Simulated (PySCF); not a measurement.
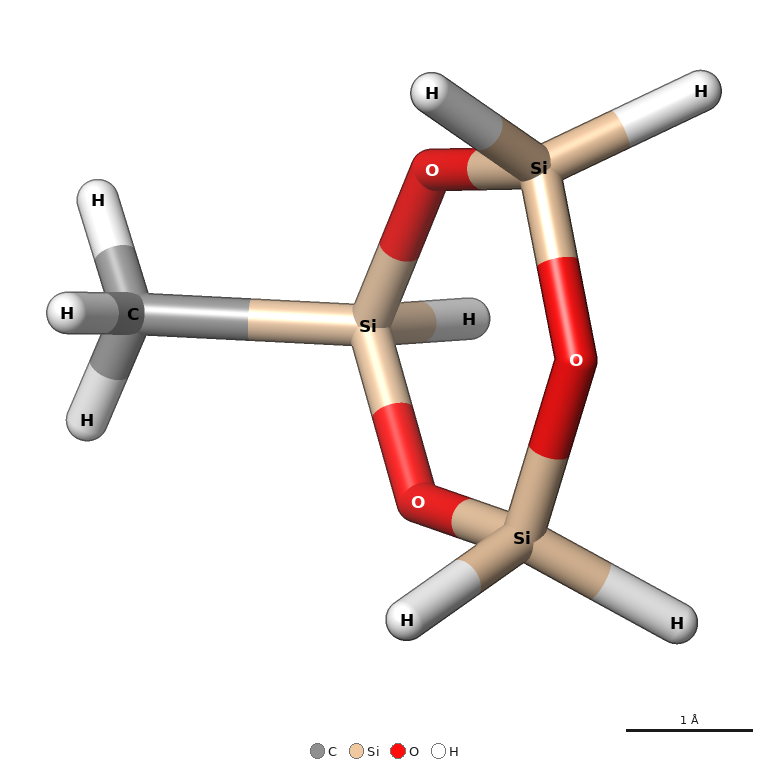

A stick model of a molecule. Every bond is drawn as one stick, whatever its order.

The geometry was computed by an optimisation with GFN2-xTB. No frequency run is at hand to confirm it as a minimum.

Description:

The molecule is CH8O3Si3. SMILES: `C[SiH]1O[SiH2]O[SiH2]O1`. Independent rings (smallest set): 1 of 6 members. Among its groups: Si–H bond, Si–O bond. Coordination: 1 C tetrahedral; 3 Si tetrahedral; 3 O bent.

The parts below concern this one geometry. Atoms keep their numbers from picture to picture.

### Geometry

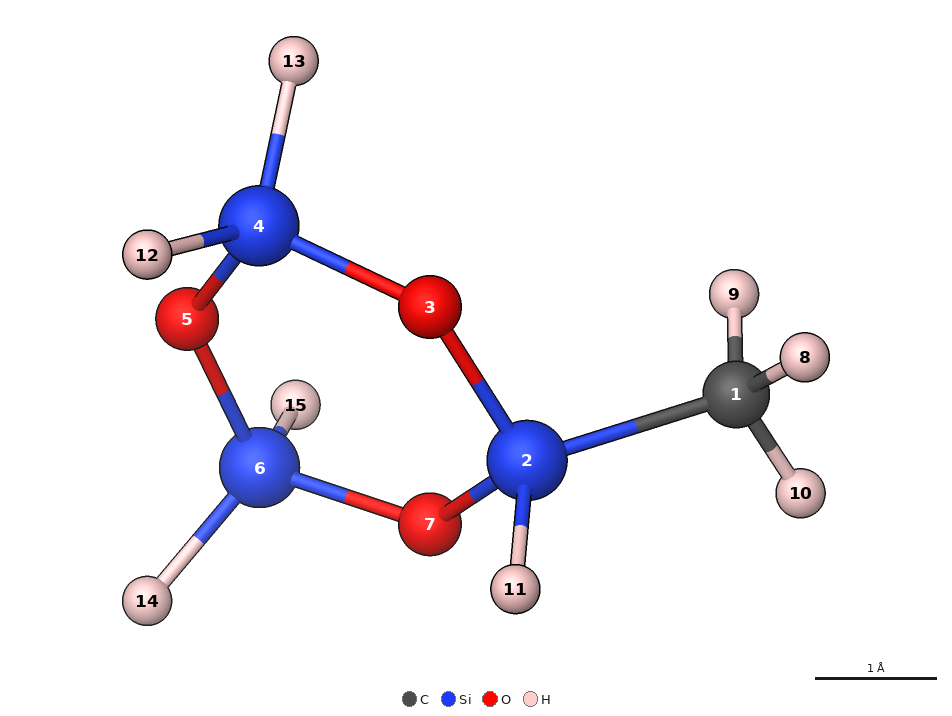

Numbered structure. No frequency run is at hand to confirm it as a minimum.

Give the bond lengths.

```
   bond  length (Å)   order
 C1–Si2       1.887  single
  C1–H8       1.085  single
  C1–H9       1.087  single
 C1–H10       1.085  single
 Si2–O3       1.631  single
 Si2–O7       1.631  single
Si2–H11       1.458  single
 O3–Si4       1.624  single
 Si4–O5       1.625  single
Si4–H12       1.454  single
Si4–H13       1.454  single
 O5–Si6       1.625  single
 Si6–O7       1.623  single
Si6–H14       1.453  single
Si6–H15       1.454  single
```

### Dipole moment

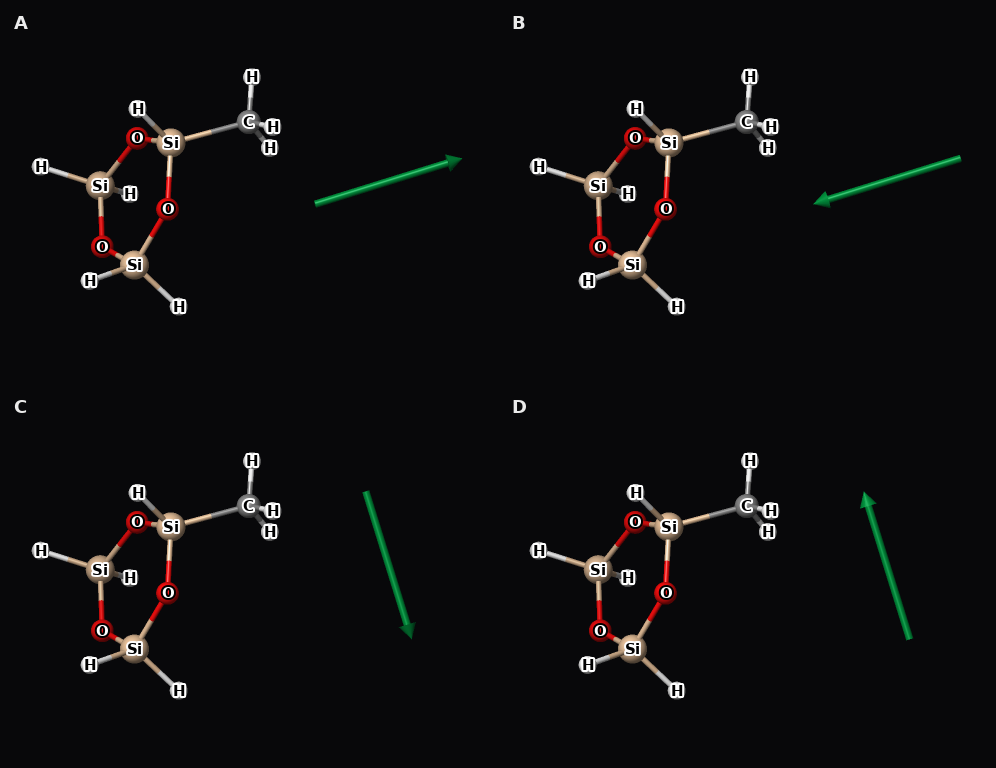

The same molecule four times, each with an arrow. No frequency run is at hand to confirm it as a minimum. Level of theory: CAM-B3LYP/def2-SVPD, gas phase (PySCF 2.14.0).

**Which arrow points along the dipole moment, from the negative to the positive end?**

A. The dipole moment is 0.66 D.

### Excitation

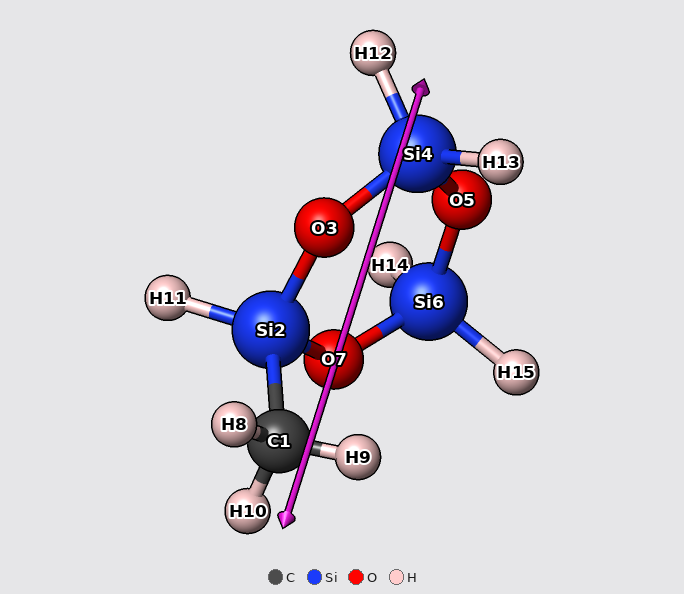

The double arrow shows the direction of the transition dipole to excited singlet state 6 (its length means nothing). No frequency run is at hand to confirm it as a minimum. Properties computed with TDDFT CAM-B3LYP/def2-SVPD, vertical, gas phase, core orbitals frozen in the response (PySCF 2.14.0).

**How is the transition polarised?**

Close to the long direction C1···O5.

**Where does the transition lie, and how strong is it?**

8.36 eV (148 nm), oscillator strength 0.089, of mixed character, with the largest part HOMO → LUMO+2 (weight 0.32); transition dipole 1.67 D.

### Polarisability

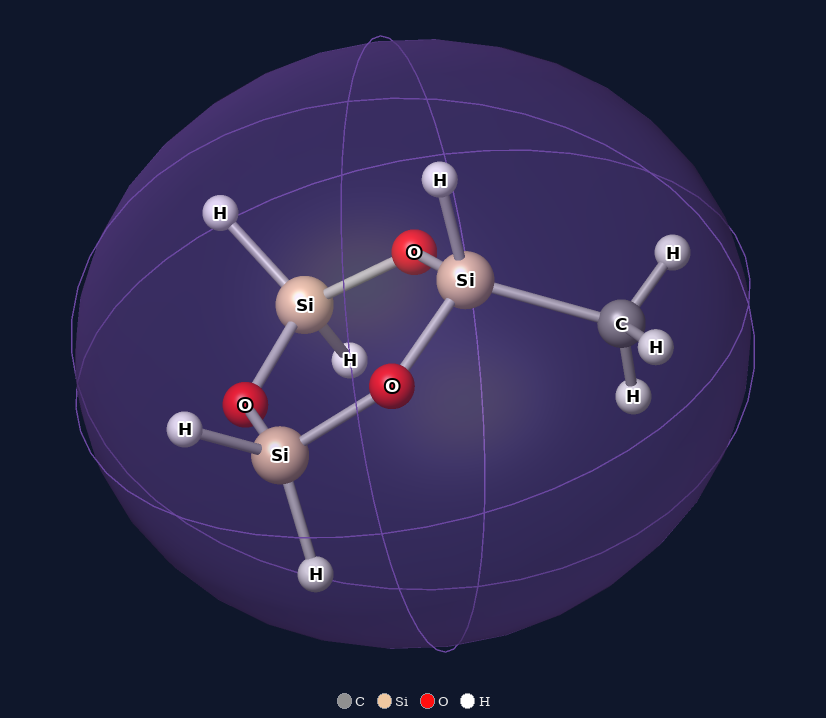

The ellipsoid shows the static dipole polarisability: its half-axes are proportional to the principal values. No frequency run is at hand to confirm it as a minimum. Method: CAM-B3LYP/def2-SVPD (PySCF 2.14.0).

**Give the principal values, the mean and the anisotropy.**

Principal values 80.0, 83.7, 90.6 bohr³; mean 84.7 bohr³ (12.56 Å³); anisotropy 9.3 bohr³, so the longest axis is 1.13 times the shortest.

The geometry is semi-empirical. Around Si such bond lengths and angles can be off by a tenth of an ångström or more and by several degrees, and values that hang on the shape move with them.
